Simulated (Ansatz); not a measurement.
# One shape, several levels: [BH4]− (SMILES [BH4-])

Aim: a comparison of 6 runs (UHF/3-21G, CAM-B3LYP/6-31G, UPBE/3-21G, UPBE/6-31G, r2SCAN0/6-31G, FCI/3-21G) of [BH4]−. 

The results are computed with Ansatz 0.2.0.

5 further runs of the same task are left out: 4 that didn't finish, 1 set aside as unsound or not needed.

**1. The system as given**

[BH4]− has 5 atoms, charge -1, and is taken as a singlet. As SMILES, `[BH4-]`. The H2–B1 distance was set to 2.456 Å, away from the relaxed value. At this shape a bond of the SMILES string is far longer than usual.

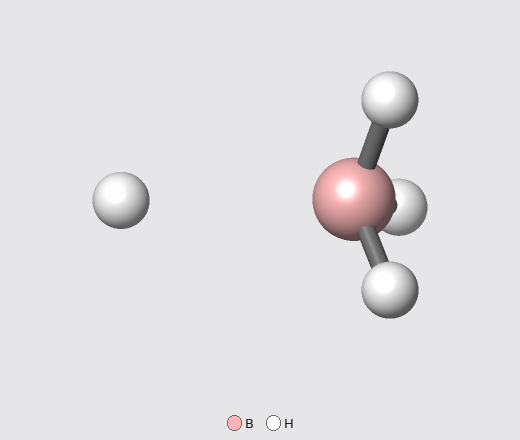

Viewed from a chosen angle; boron pink, hydrogen white.

**2. A single-point energy at UHF/3-21G (run 1)**

job.yaml

```yaml
crystal:
  periodic: [false, false, false]
  atoms:
    - {symbol: B, position_ang: [-0.683447, -0.996651, -0.217906]}
    - {symbol: H, position_ang: [0.683660, 0.997010, 0.217690]}
    - {symbol: H, position_ang: [0.042793, -1.985311, -0.284866]}
    - {symbol: H, position_ang: [-1.283957, -0.857121, -1.281156]}
    - {symbol: H, position_ang: [-1.493237, -1.145201, 0.695054]}
basis:
  gaussian:
    orbitals: 3-21G.json
accuracy: high
hamiltonian:
  xc: hf
magnetization:
  spin_polarized: true
total_charge: -1
```

The basis set 3-21G is read from a file made from the Basis Set Exchange's data (not shown).

The run is started by

```console
$ ansatz run job.yaml --threads 1 --pin off --max-ram 2610MiB --events-out events.jsonl --progress --plain --runs-dir runs
```

Log:

```text
Warning: RAYON_NUM_THREADS=1 ignored (pool sized by the plan → 1); use --threads N
Functional definition: HF
  name "HF"
  exchange = exact_x
  correlation = 0
337 factors; integrals over basis functions are off by at most 4.1e-9 eV
mean field evaluation 1: about -725.4134 eV, gradient 1.1e1 eV
mean field evaluation 2: about -725.4041 eV, gradient 1.1e1 eV
mean field evaluation 4: about -726.6708 eV, gradient 7.8e-1 eV
mean field evaluation 8: about -726.6768 eV, gradient 2.2e-4 eV
mean field evaluation 16: about -726.8050 eV, gradient 3.0e-1 eV
mean field evaluation 32: about -725.6820 eV, gradient 7.7e0 eV
mean field -726.80911958 eV, -26.7097424958 hartree, gradient 2.5e-8 eV, S^2 0.413320; 2 other end points of the search recorded, 0 dependent functions left out
reference -726.80911958 eV, -26.7097424958 hartree; 5, 5 occupied and 12, 12 virtual orbitals, 337 factors
Total energy: -726.80911958 eV, -26.7097424958 hartree
```

It took 0.16 s on 1 thread of Intel Xeon Platinum 8259CL at 2.50GHz (Skylake/Cascade Lake), shared host.

**3. A single-point energy at CAM-B3LYP/6-31G (run 2)**

job.yaml, as its differences from that of step 2:

```diff
@@ -1 +1,4 @@
+basis:
+  gaussian:
+    orbitals: 6-31G
 crystal:
@@ -8,10 +11,5 @@
     - {symbol: H, position_ang: [-1.493237, -1.145201, 0.695054]}
-basis:
-  gaussian:
-    orbitals: 3-21G.json
+total_charge: -1
+hamiltonian:
+  xc: {name: CAM-B3LYP}
 accuracy: high
-hamiltonian:
-  xc: hf
-magnetization:
-  spin_polarized: true
-total_charge: -1
```

The run is started by

```console
$ ansatz run job.yaml --threads 1 --pin off --max-ram 2610MiB --events-out events.jsonl --progress --plain --runs-dir runs
```

Log:

```text
Warning: RAYON_NUM_THREADS=1 ignored (pool sized by the plan → 1); use --threads N
Functional definition: CAM-B3LYP
  name "CAM-B3LYP"
  parameter alpha = 0.19
  parameter beta = 0.46
  parameter omega = 0.33/bohr
  parameter ac = 0.81
  exchange = (1 - alpha - beta)*b88_x + beta*b88_x_sr(omega) + alpha*exact_x + beta*exact_x_lr(omega)
  correlation = (1 - ac)*vwn5_c + ac*lyp_c
410 factors; integrals over basis functions are off by at most 3.0e-9 eV
194 factors; integrals over basis functions are off by at most 1.4e-9 eV
mean field evaluation 1: about -736.3739 eV, gradient 1.4e1 eV
mean field evaluation 2: about -736.6475 eV, gradient 1.4e1 eV
mean field evaluation 4: about -737.5401 eV, gradient 1.9e-1 eV
mean field evaluation 8: about -737.5280 eV, gradient 2.8e-3 eV
mean field evaluation 16: about -737.5280 eV, gradient 4.6e-8 eV
mean field -737.52801792 eV, -27.1036547442 hartree, gradient 4.6e-8 eV, S^2 0.000000; 0 other end points of the search recorded, 0 dependent functions left out
reference -737.52803170 eV, -27.1036552504 hartree; 5, 5 occupied and 12, 12 virtual orbitals, 410 factors
Total energy: -737.52803170 eV, -27.1036552504 hartree
```

Run time: 1.6 s. Hardware: 1 thread of Intel Xeon Platinum 8259CL at 2.50GHz (Skylake/Cascade Lake), shared host; peak memory 0.1 GiB.

Runs 3 to 5 aren't shown in full; the table further down has their settings and results.

**4. The energy at FCI/3-21G (run 6)**

in.yaml

```yaml
crystal:
  periodic: [false, false, false]
  atoms:
    - {symbol: B, position_ang: [-0.683447, -0.996651, -0.217906]}
    - {symbol: H, position_ang: [0.683660, 0.997010, 0.217690]}
    - {symbol: H, position_ang: [0.042793, -1.985311, -0.284866]}
    - {symbol: H, position_ang: [-1.283957, -0.857121, -1.281156]}
    - {symbol: H, position_ang: [-1.493237, -1.145201, 0.695054]}
basis:
  gaussian:
    orbitals: 3-21G.json
correlation:
  method: fci
  frozen_orbitals: {B: 1, H: 0}
total_charge: -1
accuracy: high
```

The basis set 3-21G is read from a file made from the Basis Set Exchange's data (not shown).

The run is started by

```console
$ ansatz run in.yaml --threads 1 --pin off --max-ram 2610MiB --events-out events.jsonl --progress --plain --runs-dir runs
```

Log:

```text
Warning: RAYON_NUM_THREADS=1 ignored (pool sized by the plan → 1); use --threads N
[... 4 set-up lines as earlier in the session ...]
337 factors; integrals over basis functions are off by at most 4.1e-9 eV
mean field evaluation 1: about -725.4134 eV, gradient 1.6e1 eV
mean field evaluation 2: about -725.4041 eV, gradient 1.5e1 eV
mean field evaluation 4: about -726.6708 eV, gradient 1.1e0 eV
mean field evaluation 8: about -726.6768 eV, gradient 3.1e-4 eV
mean field -726.67682807 eV, -26.7048808723 hartree, gradient 6.7e-9 eV, S^2 0.000000; 0 other end points of the search recorded, 0 dependent functions left out; unrestricted orbitals would lower it
mean field evaluation 16: about -726.8080 eV, gradient 1.6e-1 eV
1 core orbitals not correlated: weight in the atoms' cores, before any rotation towards them, 1.000 or more for the frozen orbitals, at most 0.000 for the correlated occupied ones
reference -726.67682807 eV, -26.7048808723 hartree; 4, 4 occupied and 12, 12 virtual orbitals, 337 factors
state -729.72988703 eV, -26.8170787196 hartree
Total energy: -729.72988703 eV, -26.8170787196 hartree
```

Run time: 13 s. Hardware: 1 thread of Intel Xeon Platinum 8259CL at 2.50GHz (Skylake/Cascade Lake), shared host; peak memory 0.33 GiB.

**5. The series**

```
run            level  frozen core orbitals  energy (Eh)  wall time
  1        UHF/3-21G                     –   -26.709742     0.16 s
  2  CAM-B3LYP/6-31G                     –   -27.103655      1.6 s
  3       UPBE/3-21G                     –   -26.927267      1.2 s
  4       UPBE/6-31G                     –   -27.075143      1.1 s
  5    r2SCAN0/6-31G                     –   -27.101700      1.8 s
  6        FCI/3-21G                     1   -26.817079       13 s
```

**6. Outcome**

| quantity | value |
| --- | --- |
| run 6: total energy | -26.81708 Eh |
| run 6: correlation energy (1 core orbital frozen) | -112.2 mEh |

In words: Against full CI in this basis: UHF +107.3 mEh. Totals of different functionals can't be ranked against each other. Spin contamination of the reference: run 1 ⟨S²⟩ = 0.41. All runs together took 18 s, the longest 13 s.
